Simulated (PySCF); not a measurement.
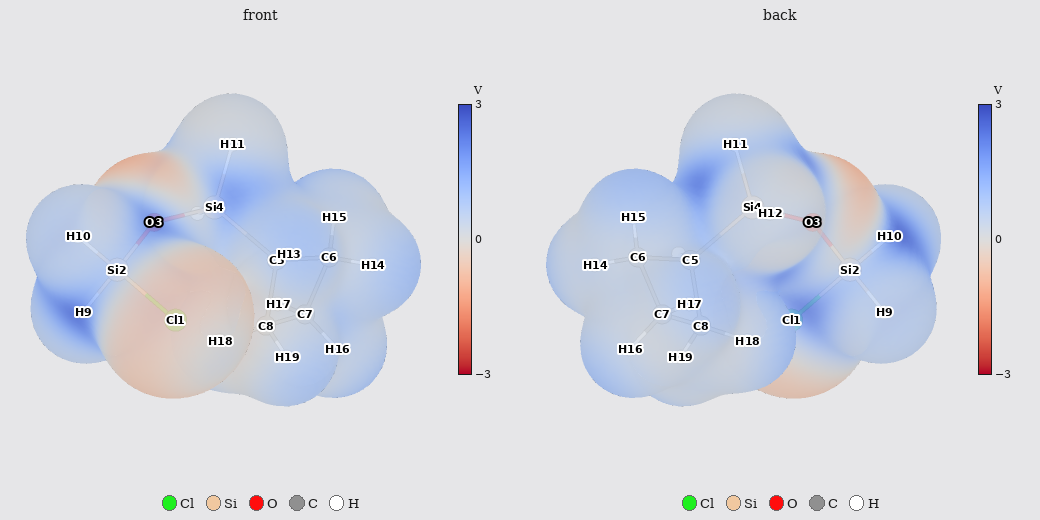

Figure 1: C4H11ClOSi2 (SMILES Cl[SiH2]O[SiH2]C1CCC1). The molecular electrostatic potential painted on the density surface at 0.004 e/bohr³, seen from the front and from behind; the colour scale runs from red (negative) to blue (positive).

Geometry: PBE0-D3(BJ)/def2-SVP.

Theory: PySCF, PBE0/pcSseg-1, SCF density, gas phase, non-relativistic.

```xyz
19

Cl    2.5557   -4.7764   -2.1757
Si    3.1379   -2.9108   -1.4865
O     2.2035   -1.7441   -2.1505
Si    0.6964   -1.2548   -2.6832
C    -0.3999   -2.7320   -3.0152
C    -1.8909   -2.3588   -3.2354
C    -2.1804   -2.7864   -1.7844
C    -0.8292   -3.5244   -1.7522
H     2.9880   -2.9309   -0.0076
H     4.5481   -2.7021   -1.8975
H     0.8956   -0.4478   -3.9222
H     0.0952   -0.3872   -1.6234
H     0.0676   -3.3354   -3.8108
H    -2.3682   -3.0228   -3.9721
H    -2.1351   -1.3197   -3.5144
H    -3.0891   -3.3782   -1.5994
H    -2.1892   -1.9239   -1.1007
H    -0.2203   -3.4262   -0.8385
H    -0.9269   -4.5987   -1.9690
```

Q: Which sites attract a positive test charge, and which a negative one?

A: A positive charge is drawn to the negative regions and a negative charge to the positive ones. The most negative region (about −0.8 V) lies over O3, the most positive (about +2.2 V) over Si2. Cl1 shows a σ-hole: about +0.1 V at the tip opposite its bond, against about −0.3 V on its flanks.

Q: What dipole moment does the calculation give?

A: Its dipole moment is 1.03 D.
